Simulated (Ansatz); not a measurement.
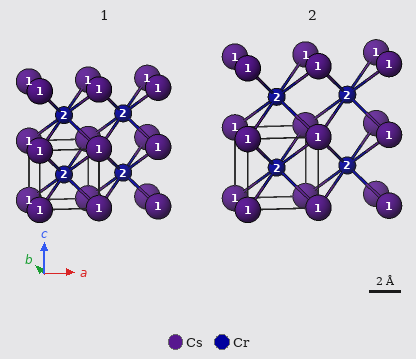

Two geometries of crystalline CsCr (built on the caesium chloride_221 type) (coarse preliminary run), drawn at one scale. One is the start of a relaxation, the other its converged end. The picture is a ball-and-stick view of the cell of the calculation, repeated 2 × 1 × 2 with one cell outlined, seen slightly off an axis.

Theory: DFT PBE, scalar-relativistic, plane waves, PAW in Ansatz 0.2.0. Set-up: plane-wave cutoff 420 eV; k-point mesh 4 × 4 × 4; occupations gaussian; smearing width 0.1 eV; collinear spin; cell and atoms relaxed; force threshold 0.04 eV/Å; at most 70 steps.

**Which geometry has the lower energy?**

Structure 2 is the relaxed one. Case: caesium chloride type (Pm-3m, No. 221). The energy falls by 371 meV per atom in 5 accepted moves (7 points after the start). All forces vanish by symmetry, so only the cell relaxes. Pressure: 8.90 GPa at the start and 0.09 GPa at the end. At 2 points the geometry stayed and the basis and grid were re-selected for the new cell (energy shift of 33.9 meV per atom at most each time). The atoms keep their places relative to the cell (all moves are under 0.005 Å). The drawn cell changes as follows: a = b = c 3.887 → 4.638 Å (+19.3 %); the volume changes by +70.0 %. Some distances before and after: Cs1–Cr2 3.366 → 4.017 Å. The space group stays Pm-3m (No. 221). The run took 27 s on 1 thread of Intel(R) Xeon(R) Platinum 8259CL CPU @ 2.50GHz (Skylake/Cascade Lake) (shared host), peak memory 0.42 GiB.

Limits of the set-up: the k-point mesh is coarse for a cell with partly filled bands.
